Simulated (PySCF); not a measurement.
**InPH6: excited-state calculation (part 1 of 2)**

InPH6, SMILES [PH3+][InH3-], computed with NEVPT2/LANL08, RHF, core potentials lanl08 (PySCF 2.14.0).

The geometry comes from this level: PBE0-D4/def2-TZVP.

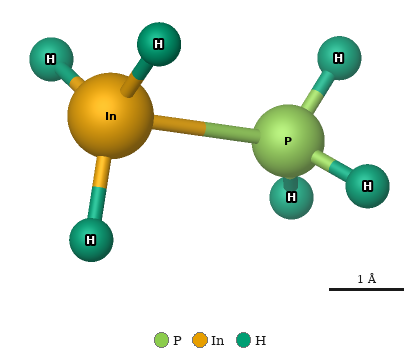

The structure as given in the input (ball-and-stick view, seen at a tilt). Sticks mark near contacts. Bond lengths as drawn: H–In 1.73 Å, H–P 1.41 Å and In–P 2.78 Å.

Input file (job.py)
```python
import numpy
from pyscf import gto, scf, mcscf, mrpt

molecule = gto.M(
    atom=[
    ('P', (-0.593300, 0.062600, -1.026600)),
    ('In', (0.822000, -0.099900, 1.362800)),
    ('H', (-1.997500, -0.077200, -1.021800)),
    ('H', (-0.318900, -0.855700, -2.062100)),
    ('H', (-0.526800, 1.240500, -1.800800)),
    ('H', (0.023300, 1.240800, 2.111900)),
    ('H', (2.376100, 0.140700, 0.638900)),
    ('H', (0.307400, -1.708800, 1.741800)),
],
    spin=0,
    verbose=4,
    ecp={'P': 'lanl08', 'In': 'lanl08'},
    max_memory=1860,
    symmetry=True,
    basis={'default': 'lanl08', 'H': '6-311g**'},
    charge=0,
)

hf = scf.RHF(molecule)
hf = hf.density_fit(auxbasis='def2-universal-jkfit')
hf.kernel()

cas = mcscf.CASSCF(hf, 6, 6)
cas.fix_spin_(ss=0.0)
cas = cas.state_average_([1 / 3] * 3)
cas.kernel()
ci2 = mcscf.CASCI(hf, cas.ncas, cas.nelecas)
ci2.fix_spin_(ss=0.0)
ci2.fcisolver.nroots = 3
ci2.kernel(cas.mo_coeff)
states = [ci2.e_tot[i] + mrpt.NEVPT(ci2, root=i).kernel() for i in range(3)]
energy = states[0]
print('Final energy', energy)

roots = (numpy.array(states[1:]) - states[0]) * 27.211386
print('state  energy (Eh)  excitation (eV)')
for i, e in enumerate(states):
    print('%3d %16.8f %9.4f' % (i, e, (e - states[0]) * 27.211386))
```

Run on 1 thread of Arm Neoverse V2, 24 GiB of memory available, shared host.

Launch command:
```bash
OMP_NUM_THREADS=1 python job.py
```

The program's output
```
PySCF version 2.14.0

[INPUT] num. atoms = 8
[INPUT] num. electrons = 14
[INPUT] charge = 0
[INPUT] spin (= nelec alpha-beta = 2S) = 0
[INPUT] symmetry True subgroup None
[INPUT] Mole.unit = angstrom
[INPUT] Symbol           X                Y                Z      unit          X                Y                Z       unit  Magmom
[INPUT]  1 P     -0.593300000000   0.062600000000  -1.026600000000 AA   -1.121174509704   0.118296855398  -1.939992839478 Bohr   0.0
[INPUT]  2 In     0.822000000000  -0.099900000000   1.362800000000 AA    1.553354874392  -0.188783639844   2.575318762557 Bohr   0.0
[INPUT]  3 H     -1.997500000000  -0.077200000000  -1.021800000000 AA   -3.774727933819  -0.145886856816  -1.930922154081 Bohr   0.0
[INPUT]  4 H     -0.318900000000  -0.855700000000  -2.062100000000 AA   -0.602633661124  -1.617038644790  -3.896804241466 Bohr   0.0
[INPUT]  5 H     -0.526800000000   1.240500000000  -1.800800000000 AA   -0.995507722421   2.344205257523  -3.403018805117 Bohr   0.0
[INPUT]  6 H      0.023300000000   1.240800000000   2.111900000000 AA    0.044030618702   2.344772175360   3.990912602469 Bohr   0.0
[INPUT]  7 H      2.376100000000   0.140700000000   0.638900000000 AA    4.490178244579   0.265884465726   1.207346020985 Bohr   0.0
[INPUT]  8 H      0.307400000000  -1.708800000000   1.741800000000 AA    0.580901810691  -3.229164001657   3.291524963767 Bohr   0.0

nuclear repulsion = 17.2721298529648
point group symmetry = C1
symmetry origin: [0. 0. 0.]
symmetry axis x: [1. 0. 0.]
symmetry axis y: [0. 1. 0.]
symmetry axis z: [0. 0. 1.]
num. orbitals of irrep A = 60
number of shells = 36
number of NR pGTOs = 72
number of NR cGTOs = 60
basis = {'default': 'lanl08', 'H': '6-311g**'}
ecp = {'P': 'lanl08', 'In': 'lanl08'}

******** <class 'pyscf.df.df_jk.DFRHF'> ********
method = DFRHF
initial guess = minao
damping factor = 0
level_shift factor = 0
DIIS = <class 'pyscf.scf.diis.CDIIS'>
diis_start_cycle = 1
diis_space = 8
diis_damp = 0
SCF conv_tol = 1e-09
SCF conv_tol_grad = None
SCF max_cycles = 50
direct_scf = False
Set gradient conv threshold to 3.16228e-05
Initial guess from minao.
******** <class 'pyscf.df.df.DF'> ********
auxbasis = def2-universal-jkfit
init E= -1.03925842786174
  HOMO = -0.344354230136603  LUMO = 0.0155978221428545  gap/eV = 9.79479
cycle= 1 E= -11.5207959059125  delta_E= -10.5  |g|= 0.499  |ddm|= 13.2
  HOMO = -0.369830832832613  LUMO = 0.0714433347517137  gap/eV = 12.00768
cycle= 2 E= -11.5572402365402  delta_E= -0.0364  |g|= 0.0534  |ddm|= 0.653
  HOMO = -0.381665377522561  LUMO = 0.0801994844664228  gap/eV = 12.56798
cycle= 3 E= -11.5589191041092  delta_E= -0.00168  |g|= 0.0151  |ddm|= 0.136
  HOMO = -0.383641212619081  LUMO = 0.0789247739853072  gap/eV = 12.58706
cycle= 4 E= -11.5590653873167  delta_E= -0.000146  |g|= 0.00355  |ddm|= 0.0416
  HOMO = -0.38377019209103  LUMO = 0.0791173829388612  gap/eV = 12.59581
cycle= 5 E= -11.5590771313002  delta_E= -1.17e-05  |g|= 0.000538  |ddm|= 0.0128
  HOMO = -0.38389587698895  LUMO = 0.079038041284561  gap/eV = 12.59707
cycle= 6 E= -11.5590774246929  delta_E= -2.93e-07  |g|= 6.74e-05  |ddm|= 0.00273
  HOMO = -0.383886077168363  LUMO = 0.0790405546253564  gap/eV = 12.59688
cycle= 7 E= -11.5590774295668  delta_E= -4.87e-09  |g|= 1.22e-05  |ddm|= 0.000457
  HOMO = -0.383888732085091  LUMO = 0.0790396876120405  gap/eV = 12.59692
cycle= 8 E= -11.5590774297276  delta_E= -1.61e-10  |g|= 1.46e-06  |ddm|= 8.18e-05
  HOMO = -0.383888631502626  LUMO = 0.0790397037114735  gap/eV = 12.59692
Extra cycle  E= -11.5590774297295  delta_E= -1.91e-12  |g|= 5.18e-07  |ddm|= 4.07e-06
converged SCF energy = -11.5590774297295

******** <class 'pyscf.mcscf.addons.StateAverageDFCASSCF'> ********
CAS (3e+3e, 6o), ncore = 4, nvir = 50
max_cycle_macro = 50
max_cycle_micro = 4
conv_tol = 1e-07
conv_tol_grad = None
orbital rotation max_stepsize = 0.02
orbital rotation threshold for CI restart = 0.01
augmented hessian ah_max_cycle = 30
augmented hessian ah_conv_tol = 1e-12
augmented hessian ah_linear dependence = 1e-14
augmented hessian ah_level shift = 1e-08
augmented hessian ah_start_tol = 2.5
augmented hessian ah_start_cycle = 3
augmented hessian ah_grad_trust_region = 3
kf_trust_region = 3
kf_interval = 4
ci_response_space = 4
ci_grad_trust_region = 3
with_dep4 0
natorb = False
canonicalization = True
sorting_mo_energy = False
ao2mo_level = 2
internal_rotation = False
******** <class 'pyscf.mcscf.addons.StateAverageSpinPenaltyFCISolver'> ********
max. cycles = 50
conv_tol = 1e-08
davidson only = True
linear dependence = 1e-12
level shift = 0.001
max iter space = 12
nroots = 3
pspace_size = 400
spin = None
State-average over 3 states with weights [0.3333333333333333, 0.3333333333333333, 0.3333333333333333]
DFCASCI/DFCASSCF: density fitting for JK matrix and 2e integral transformation
CASCI E = -11.3731691330990  S^2 = 0.0000000
Set conv_tol_grad to 0.000316228
macro iter   1 ( 21 JK    4 micro), CASSCF E = -11.3915643636902  dE = -1.83952306e-02  S^2 = 0.0000000
               |grad[o]|=0.0735  |ddm|=0.0335  |maxRot[o]|=0.303
macro iter   2 ( 21 JK    4 micro), CASSCF E = -11.3994572543607  dE = -7.89289067e-03  S^2 = 0.0000000
               |grad[o]|=0.0322  |ddm|=0.0135  |maxRot[o]|=0.237
macro iter   3 ( 21 JK    4 micro), CASSCF E = -11.4099197864239  dE = -1.04625321e-02  S^2 = 0.0000000
               |grad[o]|=0.0166  |ddm|=0.0367  |maxRot[o]|=0.268
macro iter   4 ( 21 JK    4 micro), CASSCF E = -11.4230814414574  dE = -1.31616550e-02  S^2 = 0.0000000
               |grad[o]|=0.0228  |ddm|=0.0376  |maxRot[o]|=0.294
macro iter   5 ( 21 JK    4 micro), CASSCF E = -11.4255544373393  dE = -2.47299588e-03  S^2 = 0.0000000
               |grad[o]|=0.0111  |ddm|=0.0167  |maxRot[o]|= 0.13
macro iter   6 ( 21 JK    4 micro), CASSCF E = -11.4257600277089  dE = -2.05590370e-04  S^2 = 0.0000000
               |grad[o]|=0.00403  |ddm|=0.00679  |maxRot[o]|=0.0302
macro iter   7 ( 20 JK    4 micro), CASSCF E = -11.4258467603574  dE = -8.67326486e-05  S^2 = 0.0000000
               |grad[o]|=0.00311  |ddm|=0.00593  |maxRot[o]|= 0.02
macro iter   8 ( 18 JK    4 micro), CASSCF E = -11.4259215042560  dE = -7.47438985e-05  S^2 = 0.0000000
               |grad[o]|=0.00271  |ddm|=0.00456  |maxRot[o]|= 0.02
macro iter   9 ( 14 JK    4 micro), CASSCF E = -11.4260039954733  dE = -8.24912174e-05  S^2 = 0.0000000
               |grad[o]|=0.0023  |ddm|=0.004  |maxRot[o]|=0.0279
macro iter  10 (  9 JK    3 micro), CASSCF E = -11.4260697427239  dE = -6.57472506e-05  S^2 = 0.0000000
               |grad[o]|=0.00163  |ddm|=0.00215  |maxRot[o]|=0.0405
macro iter  11 (  3 JK    1 micro), CASSCF E = -11.4260776921050  dE = -7.94938108e-06  S^2 = 0.0000000
               |grad[o]|=0.000525  |ddm|=0.000995  |maxRot[o]|=0.0184
macro iter  12 (  5 JK    2 micro), CASSCF E = -11.4260778139444  dE = -1.21839438e-07  S^2 = 0.0000000
               |grad[o]|=0.000173  |ddm|=0.00015  |maxRot[o]|=0.00141
macro iter  13 (  1 JK    1 micro), CASSCF E = -11.4260778155977  dE = -1.65325353e-09  S^2 = 0.0000000
               |grad[o]|=2.27e-05  |ddm|=2.88e-05  |maxRot[o]|=    0
1-step CASSCF converged in  13 macro (196 JK  43 micro) steps
CASSCF canonicalization
Density matrix diagonal elements [1.96832514 1.64059447 1.63639315 0.66842539 0.03188407 0.05437779]
CASSCF energy = -11.4260778155977
CASCI E = -11.4260778155977  E(CI) = -6.39804092065667  S^2 = 0.0000000
CASCI state-averaged energy = -11.4260778155977
CASCI energy for each state
  State 0 weight 0.333333  E = -11.5870535548163 S^2 = 0.0000000
  State 1 weight 0.333333  E = -11.350470082062 S^2 = 0.0000000
  State 2 weight 0.333333  E = -11.3407098099147 S^2 = 0.0000000

******** <class 'pyscf.mcscf.df.DFCASCI'> ********
CAS (3e+3e, 6o), ncore = 4, nvir = 50
natorb = False
canonicalization = True
sorting_mo_energy = False
******** <class 'pyscf.fci.addons.SpinPenaltyFCISolver'> ********
max. cycles = 200
conv_tol = 1e-08
davidson only = True
linear dependence = 1e-12
level shift = 0.001
max iter space = 12
nroots = 3
pspace_size = 400
spin = None
DFCASCI/DFCASSCF: density fitting for JK matrix and 2e integral transformation

WARN: Mulitple states found in CASCI solver. First state is used to compute the Fock matrix and natural orbitals in active space.

Density matrix diagonal elements [1.98440716 1.97752209 1.97393706 0.00448179 0.02430443 0.03534747]
CASCI converged
CASCI state   0  E = -11.5870535541513  E(CI) = -6.55901665921026  S^2 = 0.0000000
CASCI state   1  E = -11.3504700811599  E(CI) = -6.32243318621887  S^2 = 0.0000000
CASCI state   2  E = -11.3407098110702  E(CI) = -6.31267291612919  S^2 = 0.0000000

******** <class 'pyscf.mrpt.nevpt2.NEVPT'> ********
NEVPT2 (3e+3e, 6o), ncore = 4, nvir = 50
root = 0
Natural occ [1.99849656 1.9740056  1.96523629 0.03644793 0.02380449 0.00200913]
Natural orbital (expansion on meta-Lowdin AOs) in CAS space
               #1        #2        #3        #4        #5
0 P 3s           0.06838   0.09446   0.00218  -0.08583  -0.00813
0 P 4s           0.02082   0.02766   0.00199  -0.02671  -0.00796
0 P 5s          -0.04111  -0.05846  -0.00060   0.09679   0.00217
0 P 3px          0.00187  -0.00271   0.00173   0.00111   0.00074
0 P 3py         -0.01715  -0.02223   0.00097   0.02150   0.00062
0 P 3pz          0.04656   0.04024  -0.03224  -0.00591   0.09919
0 P 4px          0.01313  -0.00559   0.01611   0.02313  -0.06694
0 P 4py         -0.07075  -0.10761  -0.00954   0.12718   0.03957
0 P 4pz          0.02267   0.00669  -0.02157   0.00413   0.07474
0 P 5px         -0.01736   0.01464  -0.01982  -0.02810   0.06294
0 P 5py         -0.00476   0.00617   0.01140  -0.00825  -0.03599
0 P 5pz          0.01180  -0.00961  -0.02094   0.02040   0.06806
1 In 5s         -0.42602  -0.46888   0.00264   0.58776  -0.00881
1 In 6s          0.04729   0.06011   0.00166  -0.03556  -0.00672
1 In 7s          0.04215   0.05009  -0.00177  -0.27182   0.00690
1 In 5px        -0.00009  -0.00549  -0.00249  -0.01734  -0.06823
1 In 5py        -0.00320   0.00342  -0.00207   0.02699  -0.06151
1 In 5pz        -0.00563  -0.00467   0.00103   0.01274   0.03742
1 In 6px        -0.03306   0.04823   0.07825  -0.05725  -0.16338
1 In 6py         0.06210  -0.05905   0.06966   0.06696  -0.14474
1 In 6pz         0.04181  -0.00892  -0.04094   0.00501   0.08400
1 In 7px        -0.04520   0.10551   0.15731  -0.17254  -0.48792
1 In 7py         0.11133  -0.11045   0.14039   0.17775  -0.43488
1 In 7pz         0.09142   0.00311  -0.07941  -0.01850   0.24252
2 H 1s          -0.01547   0.02431   0.03884  -0.04097  -0.07335
2 H 2s           0.01423   0.01641   0.00052  -0.00971  -0.00619
2 H 3s           0.00661  -0.00110  -0.01058   0.00304   0.03356
2 H 2px         -0.00753  -0.00221   0.00773   0.00459  -0.01998
2 H 2py         -0.00154   0.00157   0.00057  -0.00123  -0.00329
2 H 2pz         -0.01032  -0.01436  -0.00099   0.01782   0.00435
3 H 1s           0.05445   0.01756  -0.00204  -0.02536   0.00726
3 H 2s           0.00456  -0.00032   0.00226   0.01235  -0.00899
3 H 3s          -0.01254  -0.00621   0.00051   0.00351  -0.00209
3 H 2px         -0.00281  -0.00509  -0.00381   0.00744   0.01263
3 H 2py          0.01275   0.01206  -0.00143  -0.01148   0.00338
3 H 2pz          0.00349  -0.00122  -0.00041   0.00408   0.00318
4 H 1s           0.00441   0.04264  -0.02939  -0.04719   0.03927
4 H 2s           0.00215   0.00579  -0.00368  -0.00158   0.01841
4 H 3s          -0.00352  -0.01049   0.00552   0.01028  -0.01310
4 H 2px          0.00141  -0.00347  -0.00303   0.00618   0.01084
4 H 2py         -0.00805  -0.01373   0.00293   0.01164  -0.00158
4 H 2pz         -0.00544  -0.00433  -0.00084   0.00941  -0.00252
5 H 1s           0.86761  -0.22065   0.00062   0.27021  -0.00212
5 H 2s          -0.05681   0.04704  -0.00089  -0.04235   0.00343
5 H 3s          -0.05711   0.03532  -0.00033  -0.06155   0.00124
5 H 2px          0.02815  -0.00903   0.02058   0.01495  -0.06469
5 H 2py         -0.04845   0.01960   0.01800  -0.03218  -0.05631
5 H 2pz         -0.02817   0.01612  -0.01112  -0.02613   0.03506
6 H 1s          -0.00098   0.57285   0.67397   0.39020   0.20031
6 H 2s           0.02072  -0.02853  -0.06718   0.20006   0.37192
6 H 3s           0.01705  -0.02700  -0.05458   0.02778   0.12696
6 H 2px          0.00752  -0.03279  -0.05357  -0.01459   0.05012
6 H 2py          0.01628  -0.02017   0.00637   0.01568  -0.04178
6 H 2pz          0.00136   0.01442   0.02182   0.00273  -0.02455
7 H 1s          -0.00225   0.57131  -0.67403   0.39071  -0.20128
7 H 2s           0.02450  -0.02509   0.06778   0.19757  -0.37420
7 H 3s           0.01640  -0.02758   0.05358   0.02834  -0.12292
7 H 2px         -0.01272   0.02359  -0.00318  -0.01278  -0.02687
7 H 2py         -0.00208   0.03000  -0.05689   0.01739   0.06168
7 H 2pz          0.01291  -0.01498   0.00872   0.00128   0.01102
               #6
0 P 3s          -0.11321
0 P 4s           0.08721
0 P 5s           0.28521
0 P 3px          0.00112
0 P 3py          0.03055
0 P 3pz          0.02145
0 P 4px          0.01081
0 P 4py          0.07763
0 P 4pz          0.05584
0 P 5px         -0.01787
0 P 5py          0.12436
0 P 5pz          0.08703
1 In 5s          0.02252
1 In 6s         -0.13184
1 In 7s          0.05728
1 In 5px         0.01913
1 In 5py         0.00328
1 In 5pz         0.04144
1 In 6px        -0.01855
1 In 6py         0.01176
1 In 6pz        -0.01513
1 In 7px         0.41465
1 In 7py        -0.00555
1 In 7pz         0.76354
2 H 1s          -0.11887
2 H 2s           0.08085
2 H 3s          -0.00356
2 H 2px          0.02063
2 H 2py         -0.00089
2 H 2pz          0.03060
3 H 1s          -0.09378
3 H 2s           0.07845
3 H 3s          -0.01223
3 H 2px          0.01844
3 H 2py          0.00163
3 H 2pz          0.03239
4 H 1s          -0.10563
4 H 2s           0.07467
4 H 3s          -0.00870
4 H 2px          0.01954
4 H 2py         -0.00585
4 H 2pz          0.03377
5 H 1s          -0.01979
5 H 2s           0.00199
5 H 3s           0.02762
5 H 2px          0.04170
5 H 2py         -0.00777
5 H 2pz          0.06512
6 H 1s           0.01043
6 H 2s           0.05001
6 H 3s           0.04199
6 H 2px          0.04126
6 H 2py          0.00069
6 H 2pz          0.06616
7 H 1s           0.00966
7 H 2s           0.05217
7 H 3s           0.04197
7 H 2px          0.03516
7 H 2py         -0.00515
7 H 2pz          0.06999
<CAS-nat-orb|mo-hf>  5      4        0.53909899
<CAS-nat-orb|mo-hf>  5      5        0.40373887
<CAS-nat-orb|mo-hf>  5      6        0.56357015
<CAS-nat-orb|mo-hf>  5      7       -0.47777329
<CAS-nat-orb|mo-hf>  6      4        0.56898503
<CAS-nat-orb|mo-hf>  6      5        0.47141119
<CAS-nat-orb|mo-hf>  6      6       -0.51238310
<CAS-nat-orb|mo-hf>  6      7        0.43564464
<CAS-nat-orb|mo-hf>  7      6        0.64673438
<CAS-nat-orb|mo-hf>  7      7        0.76189082
<CAS-nat-orb|mo-hf>  8      14      -0.55074422
<CAS-nat-orb|mo-hf>  8      20       0.58167045
<CAS-nat-orb|mo-hf>  9      9        0.55698638
```
